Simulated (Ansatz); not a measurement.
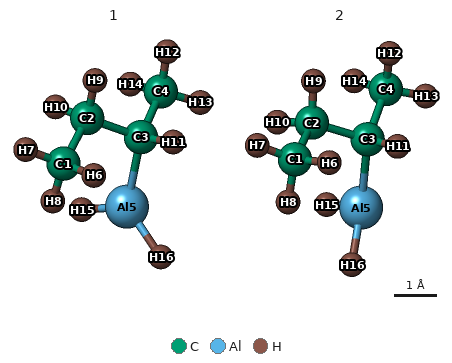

Two geometries of C4H11Al, drawn at one scale. One is the start of a relaxation, the other its converged end. A ball-and-stick model, seen from a free direction.

Method: RKS PBE-D4/STO-3G in Ansatz. (no spin polarisation; force threshold 0.015 eV/Å; at most 40 steps)

Question: Which of the two is the end point?

Answer: Structure 1 is the relaxed one. The run prepares an end point of a later path (torsion) calculation, from a guessed geometry. After 16 accepted moves (18 points after the start) the energy has fallen by 92.2 kJ/mol. Largest force component: 5 eV/Å at the start, 0.006 eV/Å at the end. The line search rejected the trial steps at points 8, 11 of the run. The forces were under the threshold at step 12, but the run went on from there. H16 moves most after the best rigid fit: 0.89 Å. Largest moves by element: H 0.89 Å, Al 0.31 Å, C 0.23 Å. Near-neighbour distances that change, for instance: Al5–H15 1.595 → 1.513 Å, C4–H14 1.044 → 1.108 Å, C3–Al5 1.992 → 1.939 Å, C4–H13 1.056 → 1.108 Å. Among the angles between lasting bonds that change: H13–C4–H14 118.5° → 107.8°, H15–Al5–H16 111.6° → 120.6°, C3–C4–H12 104.3° → 111.5°.

Limits of the set-up: STO-3G is a minimal basis, so the numbers are rough.
